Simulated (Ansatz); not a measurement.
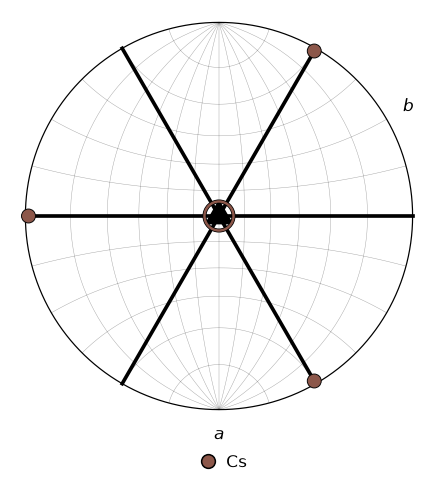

For CsB3H2, the input geometry of an electronic-structure calculation (not necessarily at equilibrium); the starting structure was generated, so it need not be a known form of this composition: directions from one hydrogen atom at (1/3, 2/3, 0.494) to its bonded neighbours, in stereographic projection down c (filled: above the plane of the page or in it, open: below). Geometry calculated from the standardised cell; symmetry tolerance 0.002 Å.

Neighbours are counted up to 3.48 Å for Cs; other elements are left out. The symmetry elements of the site are drawn in: heavy lines are mirror planes (a heavy rim: a mirror in the plane of the page); lens, triangle, square and hexagon are 2-, 3-, 4- and 6-fold axes, a lens in an open square is −4, a triangle in an open hexagon −6; thin dashed diameters join the ends of axes that lie in the page; a small open circle marks inversion.

```cif
data_structure
_symmetry_space_group_name_H-M 'P 1'
_symmetry_Int_Tables_number 1
_cell_length_a 5.7203
_cell_length_b 5.7203
_cell_length_c 8.4501
_cell_angle_alpha 90.000
_cell_angle_beta 90.000
_cell_angle_gamma 120.000
_cell_volume 239.46
loop_
_atom_site_label
_atom_site_type_symbol
_atom_site_fract_x
_atom_site_fract_y
_atom_site_fract_z
_atom_site_occupancy
Cs1 Cs 0.33333 0.66667 0.16667 1
B1 B 0.83333 0.16667 0.16667 1
B2 B 0.33333 0.16667 0.16667 1
B3 B 0.16667 0.33333 0.83333 1
H1 H 0.33333 0.66667 0.49371 1
H2 H 0.33333 0.66667 0.83962 1
Cs2 Cs 0.00000 0.00000 0.50000 1
B4 B 0.50000 0.50000 0.50000 1
B5 B 0.00000 0.50000 0.50000 1
B6 B 0.83333 0.66667 0.16667 1
H3 H 0.00000 0.00000 0.82704 1
H4 H 0.00000 0.00000 0.17296 1
Cs3 Cs 0.66667 0.33333 0.83333 1
B7 B 0.16667 0.83333 0.83333 1
B8 B 0.66667 0.83333 0.83333 1
B9 B 0.50000 0.00000 0.50000 1
H5 H 0.66667 0.33333 0.16038 1
H6 H 0.66667 0.33333 0.50629 1
```

Q: How many neighbours are there, and at what angles?

A: 4: 1 Cs at 2.76 Å, 3 Cs at 3.30 Å. Angles between bonds: 91° (3×), 120° (3×).

Q: What is the site's symmetry in the crystal?

A: Point group 3m (C3v), order 6: one threefold axis, three mirror planes. In R-3m, No. 166, hexagonal axes this is Wyckoff position 6c.
